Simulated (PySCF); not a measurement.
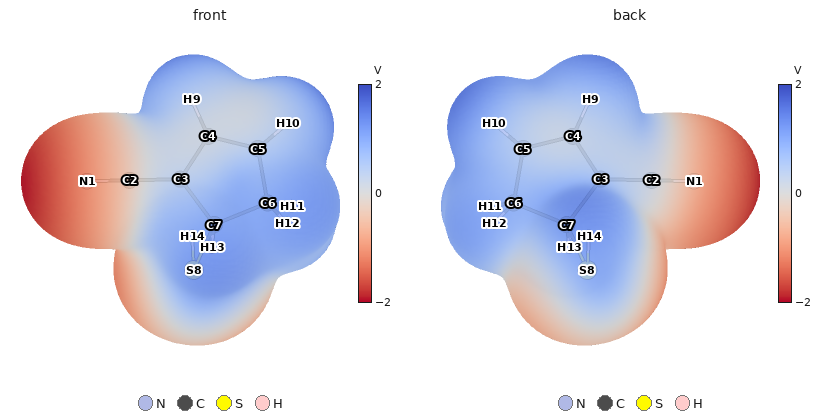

*C6H6NS (doublet). The electrostatic potential painted on the density surface at 0.002 e/bohr³, seen from the front and from behind; the colour scale runs from red (negative) to blue (positive).*

Geometry: GFN2-xTB.

Theory: PySCF 2.14.0, density-fitted response routines, UKS B3LYP, pcH-1 on C H N S, non-relativistic, mean-field spin-orbit, GIAO.

```xyz
14

N     3.4866    0.1059   -0.2342
C     2.3335    0.1566   -0.2146
C     0.9537    0.2193   -0.2093
C     0.1708    1.3886   -0.2391
C    -1.1512    1.0755   -0.2840
C    -1.3516   -0.4016   -0.3128
C     0.0615   -0.9702   -0.1240
S     0.2681   -1.8041    1.5272
H     0.5884    2.3798   -0.2359
H    -1.9681    1.7721   -0.3151
H    -1.7727   -0.7123   -1.2740
H    -2.0426   -0.7430    0.4607
H     0.3183   -1.7674   -0.8223
H     0.1045   -0.6995    2.2552
```

> Where is the surface potential most negative and most positive?

The most negative region (about −1.9 V) lies over N1, the most positive (about +1.5 V) over H10. N1 is the likeliest acceptor of a hydrogen bond.
